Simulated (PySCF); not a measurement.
# CH3B (SMILES B[CH]) at UCCSD(T)/STO-3G

Aim: the energy change on altering one bond length of CH3B at UCCSD(T)/STO-3G, from 2 runs. 

The results are computed with PySCF 2.14.0.

8 further runs of the same task are left out: 8 set aside as unsound or not needed.

**1. The molecule**

CH3B: 5 atoms, total charge 0, spin state triplet. SMILES: `B[CH]`. Geometry: relaxed at GFN2-xTB.

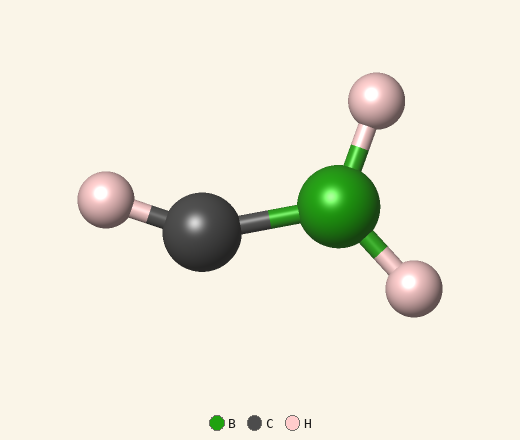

The structure, seen from a chosen angle (boron green, carbon dark grey, hydrogen pink).

**2. The energy at UCCSD(T)/STO-3G**

Input file calc.py:

```python
from pyscf import gto, scf, cc

mol = gto.Mole()
mol.atom = '''
B   -0.352450  -0.401400  -0.071360
C    0.507540   0.779550  -0.141970
H   -0.308550  -1.118250   0.866820
H   -1.104620  -0.672740  -0.931370
H    1.258080   1.412850   0.277880
'''
mol.spin = 2
mol.max_memory = 1860
mol.basis = 'sto-3g'
mol.verbose = 3
mol.build()

mf = scf.UHF(mol)
mf.conv_tol = 1e-10
mf.kernel()
if not mf.converged:
    mf = mf.newton().run(mf.mo_coeff, mf.mo_occ)

mycc = cc.CCSD(mf, frozen=2)
mycc.kernel()
e_t = mycc.ccsd_t()
etot = mycc.e_tot + e_t
print('E = %.10f Eh' % etot)
```

Launch:

```console
OMP_NUM_THREADS=1 python calc.py
```

The log of the run:

```text
WARN: HOMO -0.0118851175274272 >= LUMO -0.0939066305689308

converged SCF energy = -63.3964805568864  <S^2> = 2.0190043  2S+1 = 3.0126429
E(UCCSD) = -63.47711521855563  E_corr = -0.08063466166927354
UCCSD(T) correction = -0.000748298800301953
E = -63.4778635174 Eh
```

Run time: 0.56 s. Hardware: 1 thread of Arm Neoverse V2, shared host; peak memory 0.1 GiB.

**3. The distorted shape, same level**

Input file job.py:

```python
from pyscf import gto, cc

molecule = gto.Mole()
molecule.atom = '''
B    0.249314  -0.184318   0.616680
C    1.109304   0.996632   0.546070
H    0.293214  -0.901168   1.554860
H   -1.104620  -0.672740  -0.931370
H    1.859844   1.629932   0.965920
'''
molecule.verbose = 3
molecule.max_memory = 1860
molecule.basis = 'sto-3g'
molecule.spin = 2
molecule.charge = 0
molecule.build()

mf = molecule.UHF()
mf.conv_tol = 1e-10
mf.kernel()
if not mf.converged:
    mf = mf.newton().run(mf.mo_coeff, mf.mo_occ)

mycc = cc.CCSD(mf, frozen=2)
mycc.kernel()
e_t = mycc.ccsd_t()
etot = mycc.e_tot + e_t
print(f'total energy: {etot:.8f} hartree')
```

Launch:

```console
OMP_NUM_THREADS=1 python job.py
```

The log of the run:

```text
WARN: HOMO -0.02916065649505 >= LUMO -0.0891228689103073

converged SCF energy = -63.2388147603777  <S^2> = 2.6290712  2S+1 = 3.3935652
E(UCCSD) = -63.33614413150329  E_corr = -0.09732937112560909
UCCSD(T) correction = -0.00175980565862296
total energy: -63.33790394 hartree
```

Wall time 0.78 s (1 thread of Arm Neoverse V2, shared host); peak memory 0.12 GiB.

**4. Summary of results**

Level: UCCSD(T)/STO-3G, 2 core orbitals frozen.

| quantity | value |
| --- | --- |
| first shape: total energy | -63.47786 Eh |
| first shape: dipole moment (Hartree–Fock density) | 0.81 D |
| first shape: HOMO energy (Hartree–Fock orbitals) (highest over α and β) | -9.08 eV |
| first shape: LUMO energy (Hartree–Fock orbitals) (lowest over α and β) | 4.84 eV |
| first shape: correlation energy (2 core orbitals frozen) | -81.4 mEh |
| first shape: (T) correction | -0.75 mEh |
| first shape: ⟨S²⟩ of the reference determinant | 2.019 |
| first shape: T1 diagnostic | 0.015 |
| distorted shape: total energy | -63.33790 Eh |
| distorted shape: dipole moment (Hartree–Fock density) | 0.72 D |
| distorted shape: HOMO energy (Hartree–Fock orbitals) (highest over α and β) | -8.25 eV |
| distorted shape: LUMO energy (Hartree–Fock orbitals) (lowest over α and β) | 4.75 eV |
| distorted shape: correlation energy (2 core orbitals frozen) | -99.1 mEh |
| distorted shape: (T) correction | -1.76 mEh |
| distorted shape: ⟨S²⟩ of the reference determinant | 2.629 |
| distorted shape: T1 diagnostic | 0.067 |
| energy change with the B1–H4 bond stretched from 1.174 to 2.114 Å | 3.808 eV |

In words: With the B1–H4 bond stretched from 1.174 to 2.114 Å the energy rises by 3.81 eV (367 kJ/mol). The first shape isn't relaxed at this level, so the change isn't measured from a minimum. The minimal basis adds a large error of its own. Mulliken charges (first shape) of the mean-field density run from -0.13 on C2 to +0.20 on B1; they depend strongly on the basis. The triples (first shape) make up 0.9 % of the correlation energy. ⟨S²⟩ (distorted shape) is 2.63 where a pure triplet has 2.00: the reference is spin-contaminated. The T1 diagnostic (distorted shape) of 0.067 is above the customary mark for such species, so a single reference may not serve. The triples (distorted shape) make up 1.8 % of the correlation energy.
